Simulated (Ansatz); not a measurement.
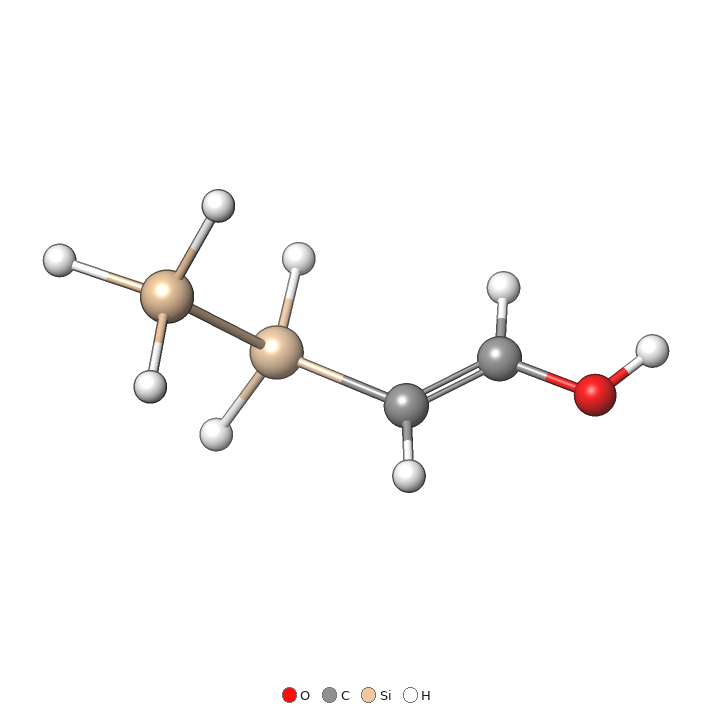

Rendered structure (ball-and-stick style). Double and triple bonds are drawn as two and three sticks.

What is the molecular formula?

Answer. C2H8OSi2, 13 atoms: 2 carbon, 8 hydrogen, 1 oxygen and 2 silicon.

How many bonds of each kind are drawn?

Answer. 5 Si–H, 2 C–H, 1 C–O, 1 C–C, 1 C–Si, 1 Si–Si, 1 O–H.

Does it have rings?

Answer. It has no ring.

What is the point group of this geometry?

Answer. C1.

Name functional groups in it.

Answer. Among them: alkene, Si–H bond.

More results for the same structure follow; atom numbers are the same in all pictures, views and colours differ. Computed geometry: PBE0-D4/def2-TZVP optimisation. No frequency run is at hand to confirm it as a minimum.

## Shape

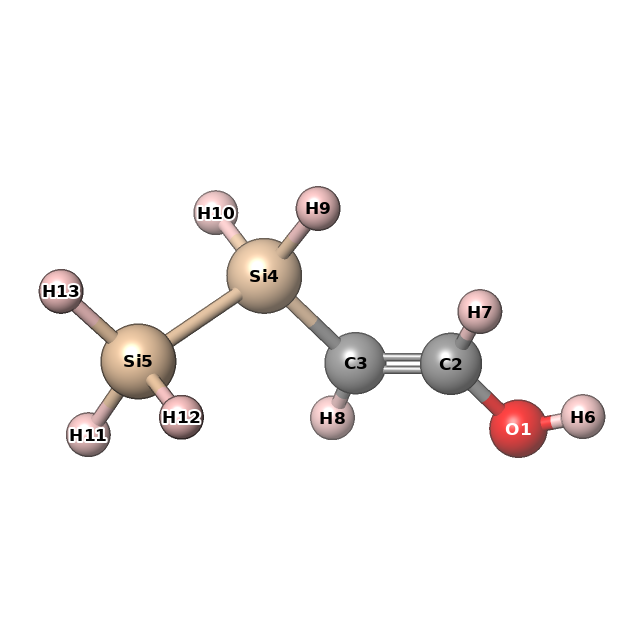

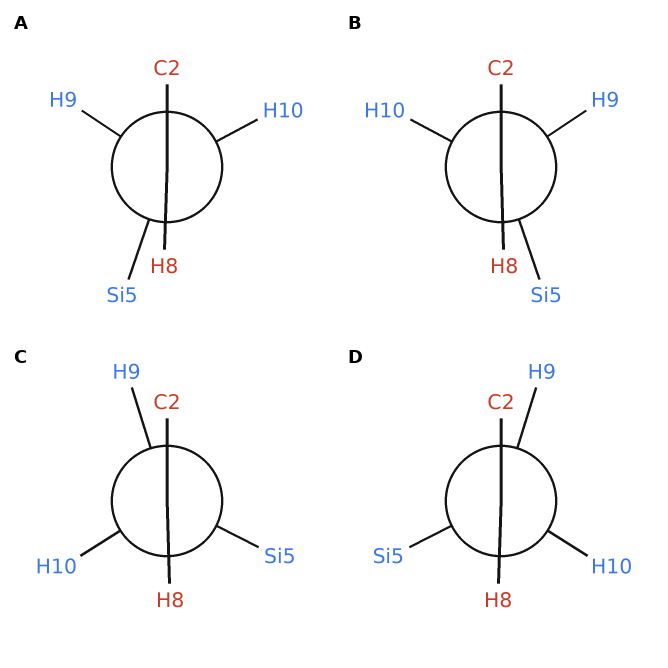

Distant atoms are faded towards the background colour. Bonds that would overlap in a projection are set slightly apart. No frequency run is at hand to confirm it as a minimum.

Which Newman projection shows the view along C3–Si4, with C3 in front?

Answer. D. The torsion angle C2–C3–Si4–Si5 is −117°, anticlinal.

## Levels of theory compared

No frequency run is at hand to confirm it as a minimum. Program: Ansatz 0.2.0.

At this fixed geometry, give HOMO–LUMO gap (eV) at these levels: B3LYP-D4/def2-TZVPP; PBE-D4/def2-TZVPP; PBE0-D4/def2-TZVPP; r2SCAN-D4/def2-TZVPP; ωB97M-V/def2-TZVPP; ωB97X-V/def2-TZVPP.

```json
{"level": "B3LYP-D4/def2-TZVPP", "HOMO–LUMO gap (eV)": "6.34"}
{"level": "PBE-D4/def2-TZVPP", "HOMO–LUMO gap (eV)": "4.70"}
{"level": "PBE0-D4/def2-TZVPP", "HOMO–LUMO gap (eV)": "6.75"}
{"level": "r2SCAN-D4/def2-TZVPP", "HOMO–LUMO gap (eV)": "5.11"}
{"level": "ωB97M-V/def2-TZVPP", "HOMO–LUMO gap (eV)": "10.80"}
{"level": "ωB97X-V/def2-TZVPP", "HOMO–LUMO gap (eV)": "11.12"}
```

## Charges

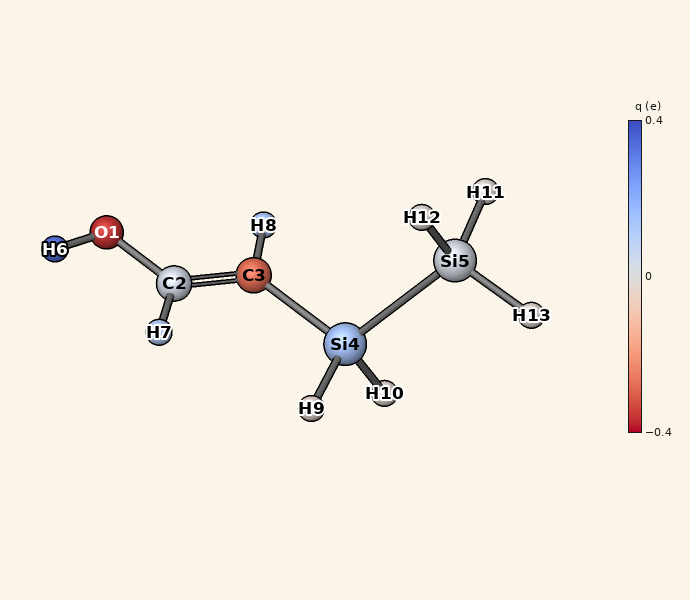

Atoms are coloured by their Mulliken charges. No frequency run is at hand to confirm it as a minimum. Properties computed with RKS PBE0-D4/def2-TZVP (Ansatz 0.2.0).

List the Mulliken charges.

```csv
atom,value (e)
O1,−0.36
C2,0.03
C3,−0.28
Si4,0.13
Si5,0.02
H6,0.33
H7,0.11
H8,0.13
H9,−0.03
H10,−0.02
H11,−0.02
H12,−0.02
H13,−0.02
```

## Dipole moment

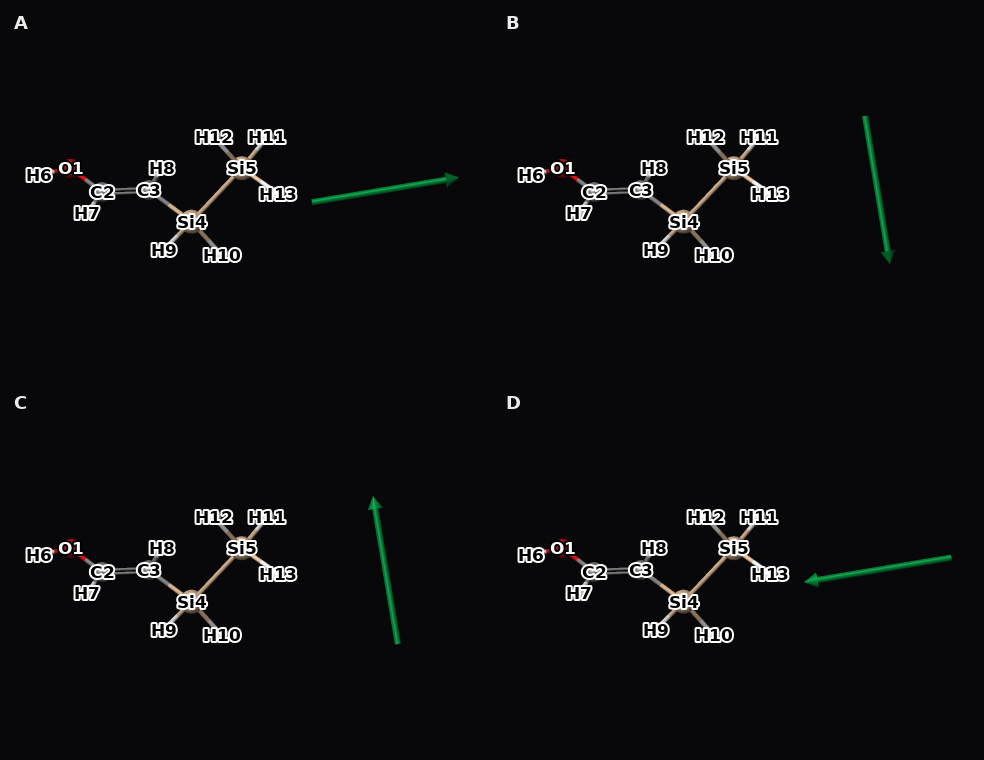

The same molecule four times, each with an arrow. No frequency run is at hand to confirm it as a minimum. Properties computed with RKS ωB97M-V/def2-TZVPP (Ansatz 0.2.0).

Which arrow points along the dipole moment, from the negative to the positive end?

Answer. D. The dipole moment is 2.47 D; it points from the side of H11 to the side of H6 (the outermost atoms at the two ends).

Mulliken values depend strongly on the basis set and can even reverse the polarity of a bond.
